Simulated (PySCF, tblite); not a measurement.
**C₃H₆ClOSi₂ radical: geometry, infrared bands and EPR parameters**

Aim: predict the infrared bands and EPR parameters of C₃H₆ClOSi₂ radical (`C#CC[Si@H](Cl)O[SiH2]`).

Programs: tblite 0.8.0 and PySCF 2.14.0, with density-fitted response routines of our own. Each step states its level of theory. These are calculated values for one molecule in the gas phase, unless marked as measured. Atoms count from 0, in the outputs and in this text.

**1. The molecule as given**

13 atoms, charge 0, multiplicity 2; geometry from: force field or distance geometry start.

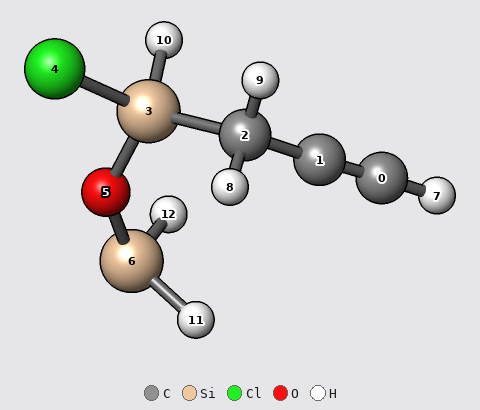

The starting geometry (carbon grey, silicon light orange, chlorine green, oxygen red, hydrogen white), atoms numbered.

**2. Optimising the geometry with GFN2-xTB**

What the job is given:

```
{"job": {"kind": "relax", "xc": "GFN2-xTB", "basis": "xTB"}, "charge": 0, "multiplicity": 2}
C      1.685700     1.807100     0.757200
C      1.457300     0.824400     0.103100
C      1.222000    -0.393500    -0.686800
Si    -0.252900    -1.397100    -0.144900
Cl    -0.330400    -3.122400    -1.254000
O     -1.735600    -0.689100    -0.356000
Si    -2.566300     0.647700     0.153100
H      1.875300     2.695200     1.332200
H      1.074900    -0.103400    -1.736500
H      2.105000    -1.021500    -0.658100
H     -0.115700    -1.844400     1.274400
H     -1.957900     1.849200    -0.443600
H     -2.465800     0.748300     1.642200
```

Started as:

```sh
$ OMP_NUM_THREADS=1 python probes_run.py task.json out
```

The driver reads the jobs from task.json and runs them one after another.

Standard output:

```text
step      E/eV     max force
  0    -586.85958    1.870
  1    -586.94362    0.923
  2    -586.94008    3.226
  3    -586.98549    0.549
  4    -586.99376    0.358
  5    -587.00758    0.273
  6    -587.01413    0.274
  7    -587.02093    0.228
  8    -587.02598    0.188
  9    -587.02930    0.162
 10    -587.03139    0.131
 11    -587.03305    0.106
 12    -587.03459    0.107
 13    -587.03616    0.106
 14    -587.03781    0.125
 15    -587.03951    0.103
 16    -587.04099    0.090
 17    -587.04225    0.110
 18    -587.04359    0.108
 19    -587.04512    0.106
 20    -587.04661    0.090
 21    -587.04774    0.103
 22    -587.04859    0.105
 23    -587.04951    0.094
 24    -587.05090    0.098
 25    -587.05251    0.094
 26    -587.05363    0.065
 27    -587.05427    0.057
 28    -587.05486    0.068
 29    -587.05550    0.079
 30    -587.05624    0.069
 31    -587.05688    0.068
 32    -587.05731    0.071
 33    -587.05758    0.059
 34    -587.05780    0.041
 35    -587.05803    0.031
 36    -587.05822    0.034
 37    -587.05837    0.035
 38    -587.05850    0.031
 39    -587.05870    0.034
 40    -587.05901    0.046
 41    -587.05934    0.038
 42    -587.05952    0.020
 43    -587.05959    0.024
 44    -587.05965    0.023
 45    -587.05973    0.023
 46    -587.05985    0.029
 47    -587.05997    0.025
 48    -587.06005    0.027
 49    -587.06011    0.022
 50    -587.06020    0.024
 51    -587.06033    0.030
 52    -587.06050    0.035
 53    -587.06065    0.033
 54    -587.06079    0.032
 55    -587.06097    0.039
 56    -587.06124    0.043
 57    -587.06156    0.045
 58    -587.06179    0.032
 59    -587.06189    0.018
 60    -587.06193    0.017
 61    -587.06197    0.018
 62    -587.06202    0.020
 63    -587.06208    0.019
 64    -587.06212    0.012
 65    -587.06213    0.011
 66    -587.06214    0.011
 67    -587.06216    0.012
 68    -587.06219    0.015
 69    -587.06222    0.015
 70    -587.06224    0.011
 71    -587.06225    0.007
```

Wall time 0.46 s (1 thread of Arm Neoverse V2, shared host).

Step by step: (not every step is listed) (the energy doesn't fall at every step)

```csv
step,energy from step 0 (eV),largest force (eV/Å)
0,0.0000,1.8702
1,-0.0840,0.9233
2,-0.0805,3.2261
3,-0.1259,0.5495
4,-0.1342,0.3576
5,-0.1480,0.2730
6,-0.1545,0.2736
7,-0.1613,0.2282
8,-0.1664,0.1875
13,-0.1766,0.1060
18,-0.1840,0.1078
23,-0.1899,0.0942
28,-0.1953,0.0679
33,-0.1980,0.0591
38,-0.1989,0.0313
43,-0.2000,0.0237
48,-0.2005,0.0269
53,-0.2011,0.0331
58,-0.2022,0.0325
63,-0.2025,0.0188
66,-0.2026,0.0110
67,-0.2026,0.0121
68,-0.2026,0.0151
69,-0.2026,0.0151
70,-0.2027,0.0110
71,-0.2027,0.0073
```

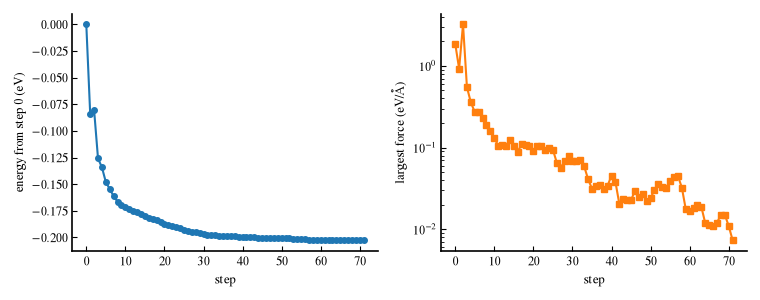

Energy and force, step by step.

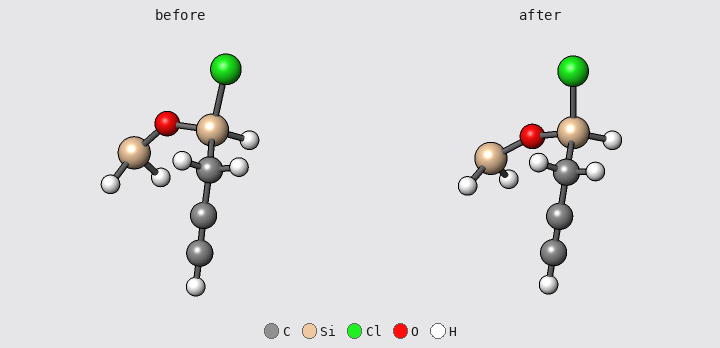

The geometry before (left) and after (right).

Distances of close pairs at the start and the end, largest changes first:

```csv
bond,before (Å),after (Å),change (Å)
Si3–O5,1.657,1.610,-0.047
C2–Si3,1.864,1.910,+0.045
Si6–H12,1.496,1.454,-0.042
Si3–H10,1.494,1.455,-0.040
Si3–Cl4,2.053,2.014,-0.038
C1–C2,1.471,1.443,-0.028
C0–H7,1.075,1.049,-0.026
Si6–H11,1.473,1.454,-0.019
```

The next job starts from the end point, and lists it.

**3. Vibrational analysis with GFN2-xTB**

What the job is given:

```
{"job": {"kind": "ir", "xc": "GFN2-xTB", "basis": "xTB"}, "charge": 0, "multiplicity": 2}
C      1.550484     1.777557     0.732004
C      1.435220     0.784660     0.073301
C      1.263542    -0.413385    -0.711617
Si    -0.178102    -1.485524    -0.063783
Cl    -0.519128    -2.967864    -1.383946
O     -1.526007    -0.609764     0.018366
Si    -2.479652     0.711279     0.162866
H      1.676628     2.649803     1.300301
H      1.078389    -0.126011    -1.751150
H      2.195355    -0.982965    -0.695618
H      0.052494    -2.030851     1.265198
H     -1.845907     1.807466    -0.552019
H     -2.707704     0.886085     1.588368
```

Standard output:

```text
mode    cm-1     km/mol
  1     -32.0      1.73
  2      37.6      1.74
  3      48.5      0.50
  4      61.4      1.18
  5      97.8      0.75
  6     152.2      5.19
  7     199.4      9.18
  8     231.4     20.34
  9     290.7      0.26
 10     369.2      0.82
 11     498.8     67.97
 12     568.6     22.45
 13     578.5     22.22
 14     615.2     17.53
 15     632.7     84.38
 16     634.0     95.87
 17     646.2    281.47
 18     674.8    229.41
 19     709.3    121.40
 20     747.5     30.61
 21     782.7     57.63
 22    1012.3     33.33
 23    1081.2    619.69
 24    1113.1      8.07
 25    1215.0     65.64
 26    1426.9      6.22
 27    2291.8     31.95
 28    2313.2     51.50
 29    2318.2     79.16
 30    2323.1    674.63
 31    2939.8     26.02
 32    2967.0     27.53
 33    3399.0      5.06
```

Wall time 0.43 s (1 thread of Arm Neoverse V2, shared host).

The strongest bands and the atoms that carry them (share of the mass-weighted mode):

```csv
cm⁻¹,km/mol,atoms
633,84.4,H7 63 %
634,95.9,"H11 33 %, H12 32 %, Si6 12 %"
646,281.5,"H10 50 %, H7 28 %, Si3 11 %"
675,229.4,"H10 55 %, H7 11 %"
709,121.4,"H12 41 %, H11 40 %"
1081,619.7,"O5 77 %, Si3 13 %"
2318,79.2,"H11 50 %, H12 46 %"
2323,674.6,"H11 40 %, H12 30 %, H10 25 %"
```

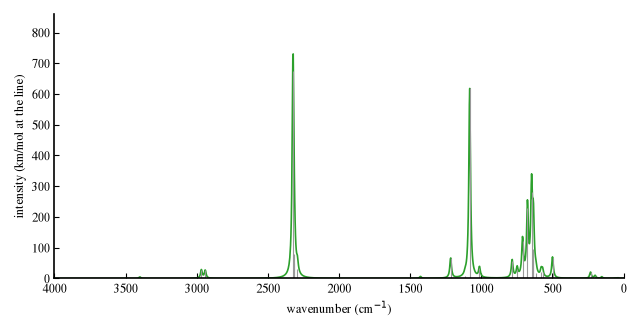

The infrared spectrum from these modes, unscaled. Lines are broadened to a width of 14 cm⁻¹ (Lorentzian).

**4. EPR parameters: B3LYP/pcH-1**

Settings changed since step 3:

```diff
@@ -1,2 +1,2 @@
-{"job": {"kind": "ir", "xc": "GFN2-xTB", "basis": "xTB"}, "charge": 0, "multiplicity": 2}
+{"job": {"kind": "epr", "basis": "pcH-1"}, "charge": 0, "multiplicity": 2}
 C      1.550484     1.777557     0.732004
```

Method: UKS B3LYP, pcH-1 on C Cl H O Si, non-relativistic, mean-field spin-orbit, GIAO.

Standard output:

```text
UKS, coarse grid
  cycle   1  E = -1232.23694910  |g| = 6.74e-01
  cycle   2  E = -1231.90479916  |g| = 1.14e+00
  cycle   3  E = -1232.38627921  |g| = 1.61e-01
  cycle   4  E = -1232.39631197  |g| = 4.86e-02
  cycle   5  E = -1232.39736893  |g| = 9.26e-03
  cycle   6  E = -1232.39737440  |g| = 8.34e-03
  cycle   7  E = -1232.39740731  |g| = 1.82e-03
  cycle   8  E = -1232.39740841  |g| = 4.28e-04
UKS, final grid
  cycle   1  E = -1232.39745849  |g| = 5.48e-04
  cycle   2  E = -1232.39745821  |g| = 9.42e-04
  cycle   3  E = -1232.39745863  |g| = 2.11e-04
  cycle   4  E = -1232.39745865  |g| = 2.58e-05
  cycle   5  E = -1232.39745865  |g| = 1.55e-05
E = -1232.39745865 Eh   <S^2> = 0.7510 (exact 0.7500)
g shifts (ppm)      1          2          3
  rmc          -147       -147       -147
  gc             61         13         87
  oz_so       -1165          3       1858
  total       -1251       -131       1798
hyperfine (MHz)  atom isotope    a_iso     a_fc   dipolar eigenvalues
    0   13C       0.71       0.71     -0.43     -0.35      0.78
    1   13C      -0.03      -0.03     -0.42     -0.33      0.75
    2   13C       0.38       0.38     -0.46     -0.28      0.75
    3  29Si      -7.35      -7.39     -4.26      2.08      2.18
    4  35Cl       0.61       0.61     -0.14     -0.11      0.25
    5   17O     -39.00     -38.92    -22.03     10.47     11.56
    6  29Si    -586.56    -587.65   -162.70     81.03     81.66
    7    1H       0.03       0.03     -0.70     -0.59      1.29
    8    1H      -0.17      -0.18     -0.90     -0.75      1.65
    9    1H       1.49       1.49     -0.62     -0.46      1.08
   10    1H       1.78       1.78     -1.21     -1.08      2.28
   11    1H      98.73      98.73     -8.89      0.81      8.08
   12    1H      95.52      95.52     -8.92      0.82      8.10
```

It took 85 s on 1 thread of Arm Neoverse V2, shared host; peak memory 0.93 GiB.

Principal g values 2.00107, 2.00219, 2.00412; g(iso) = 2.00246, against 2.00232 for a free electron.

Mean a(iso) over the nuclei that a row names, and the largest dipolar term of the row (other rows stand at the frozen geometry):

```csv
nuclei,isotope,a(iso) (MHz),"a(iso) (G, at g = 2.0023)",largest dipolar term (MHz)
Si6,29Si,-586.6,-209.3,-162.7
"H11, H12",1H,97.1,34.7,-8.9
O5,17O,-39.0,-13.9,-22.0
Si3,29Si,-7.3,-2.6,-4.3
H10,1H,1.8,0.6,2.3
H9,1H,1.5,0.5,1.1
C0,13C,0.7,0.3,0.8
Cl4,35Cl,0.6,0.2,0.3
C2,13C,0.4,0.1,0.7
H8,1H,-0.2,-0.1,1.6
H7,1H,0.0,0.0,1.3
C1,13C,0.0,0.0,0.7
```

Mulliken spin populations:

C0 0.00; C1 0.00; C2 0.00; Si3 0.00; Cl4 0.00; O5 0.03; Si6 0.88; H7 0.00; H8 0.00; H9 0.00; H10 0.00; H11 0.04; H12 0.04

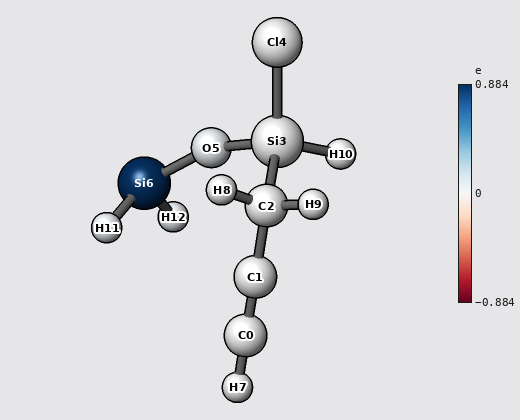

Mulliken spin populations, as colours on the atoms.

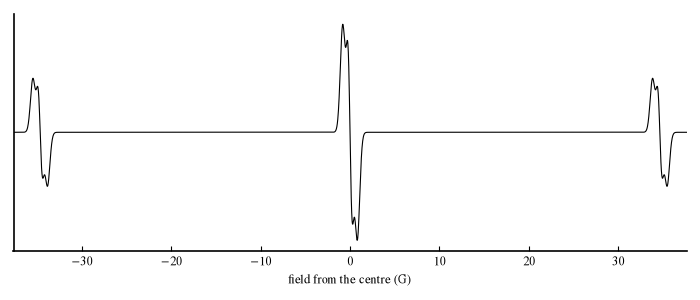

First-order isotropic spectrum (first derivative, main isotopes with spin only, couplings over 0.8 MHz, Gaussian width 0.3 G; couplings of the frozen geometry, rotation of groups not averaged beyond the rows shown).

The fields below are evaluated on a grid from the run's orbitals.

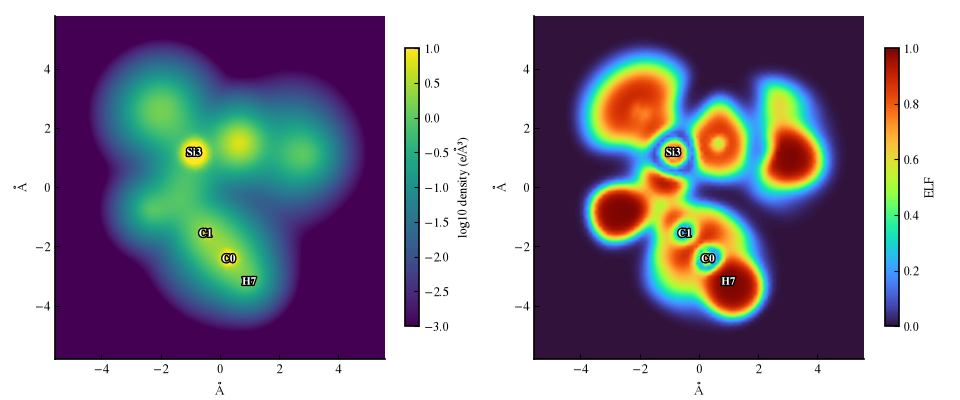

Density (left) and ELF (right) in a plane through or near 4 of the atoms.

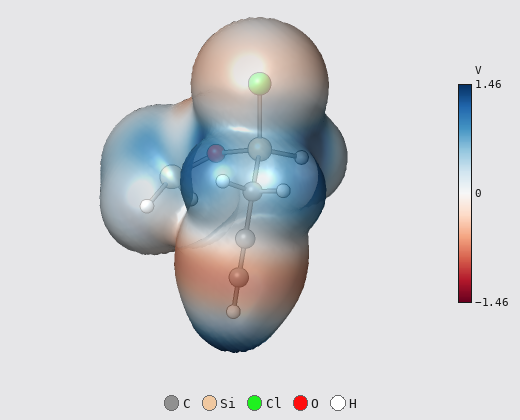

Electrostatic potential on the surface of density 0.002 e/bohr³; red is low, blue high. It runs from -0.67 V near C0 to 1.46 V near H7.

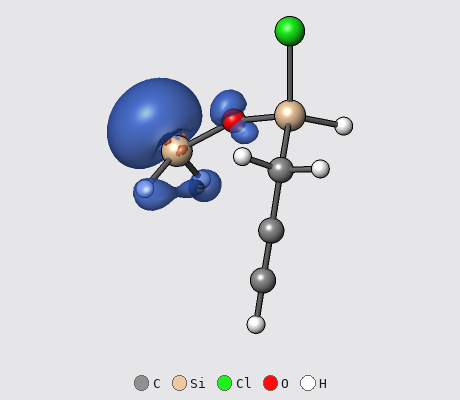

Spin density at ±0.04 e/Å³ (alpha excess blue, beta excess red).

**5. Outcome**

```
                                                                  quantity                    value
                                 strongest single infrared mode (GFN2-xTB)    2323 cm⁻¹, 675 km/mol
                                              zero-point energy (GFN2-xTB)            47.1 kcal/mol
                                                            g(iso) (B3LYP)                  2.00246
                                                                      ⟨S²⟩       0.751 (exact 0.75)
                                        largest a(iso) (averaged by class)  29Si on Si6, -586.6 MHz
potential on the surface of density 0.002 e/bohr³, 1st and 99th percentile       -0.67 V and 1.46 V
```

In words: Relaxing lowered the energy by 0.203 eV in 71 steps; the close pair that moved most is Si3–O5, from 1.657 to 1.610 Å. The lowest mode is imaginary (32i cm⁻¹), so the xTB geometry is not a minimum: the zero-point energy counts the real modes alone, and all values at this geometry belong to a saddle point. The strongest single mode, at 2323 cm⁻¹, is spread over several atoms, H11, H12, H10 among them. Unscaled tight-binding wavenumbers are off by several per cent, some by more. Its intensities can rank the bands wrongly. Si6 carries the largest spin population, 0.88 e. The isotropic g lies 0.1 ppt above the free-electron value. These values are for one conformer; the search (at its own cheap level) found 2 more, at 0.33, 0.92 kcal/mol, and measured spectra average over such forms.
